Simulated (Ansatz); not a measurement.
Take Ru in the simple cubic structure (space group Pm-3m, No. 221; a = 2.511 Å; a hypothetical phase, not in the database extracts checked) as the base.

Structures relaxed with Ansatz (a first-principles code) PBE, without spin-orbit coupling.

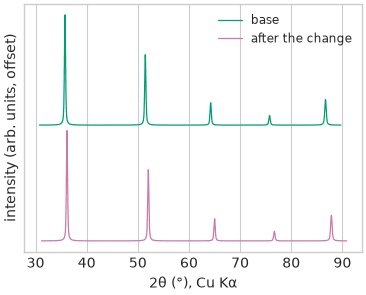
Figure: Simulated powder patterns before (top) and after one change

Task: Name the change that was made.
A. pressure 1.5 GPa
B. pressure 0.7 GPa
C. pressure 7.5 GPa
D. pressure −1 GPa

Result: C, pressure 7.5 GPa. Its volume per atom is 15.35 Å³ against 15.84 Å³, and its space group is Pm-3m (No. 221).

Load acts through the strain it causes; cell and atoms are relaxed under it. Whether these cells are dynamically stable was not tested. Competing high-pressure phases were not computed. The final runs are not spin-polarised. Ru has a high density of states at the Fermi level and may be magnetic at this level.
